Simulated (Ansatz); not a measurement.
Ga6

```xyz
6

Ga    1.2809   -0.7020    1.5070
Ga    0.0398    1.5787   -0.9565
Ga   -0.0900    1.4175    1.5448
Ga   -0.6514   -1.9121   -0.5703
Ga   -2.0199    0.2091   -0.5291
Ga    1.4407   -0.5911   -0.9959
```

Geometry: r2SCAN-D4/def2-SVP.

These are results of RKS PBE0-D4/def2-TZVP (Ansatz), not measurements.

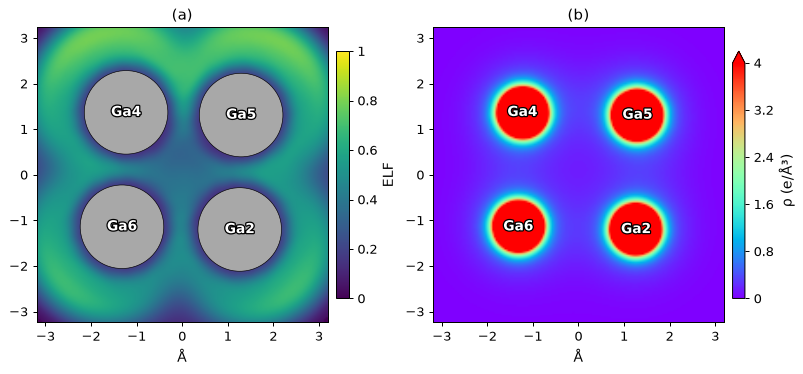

Figure 1. (a) ELF; (b) total electron density on the plane of atoms Ga2, Ga6 and Ga4. Grey discs cover the atomic cores in the ELF map.

Q: Describe what can be read from this map.

A: The section cuts through Ga sites.
Ga–Ga (2.51 Å): ρ is about 0.33 e/Å³ halfway; the ELF is about 0.45 at the midpoint.
Ga–Ga (2.58 Å): ρ at the midpoint is about 0.29 e/Å³; the ELF is about 0.45 at the midpoint.

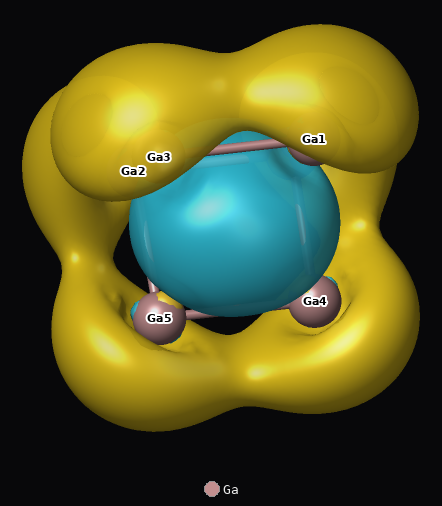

Figure 2. The HOMO−1 at ±0.06 Å⁻³ᐟ² (yellow and cyan are the two phases), seen at a tilt.

Q: What is the character of this orbital?

A: Its weight (Hirshfeld) is mainly on Ga1 (about 15 %), Ga3 (about 15 %), Ga4 (about 15 %), Ga5 (about 15 %), Ga2 (about 15 %) and Ga6 (about 15 %). Its energy is −5.52 eV.

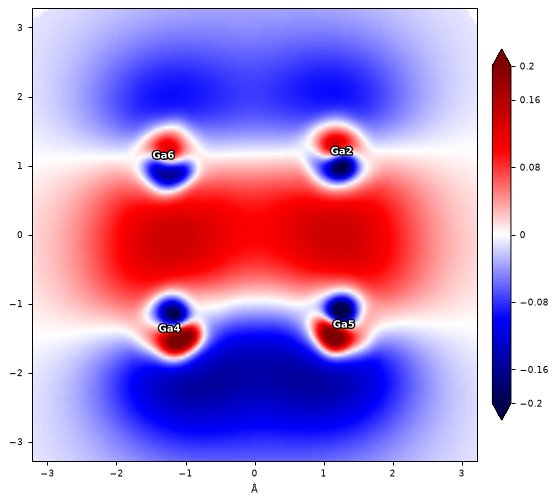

Figure 3. The HOMO on the plane of atoms Ga2, Ga5 and Ga4 (values in Å⁻³ᐟ²; the overall sign is arbitrary).

Q: Where does this orbital lie, and at what energy?

A: By Hirshfeld shares it lies mainly on Ga2 (about 20 %), Ga6 (about 20 %), Ga1 (about 15 %), Ga3 (about 15 %), Ga4 (about 15 %) and Ga5 (about 15 %). Its energy is −5.20 eV.
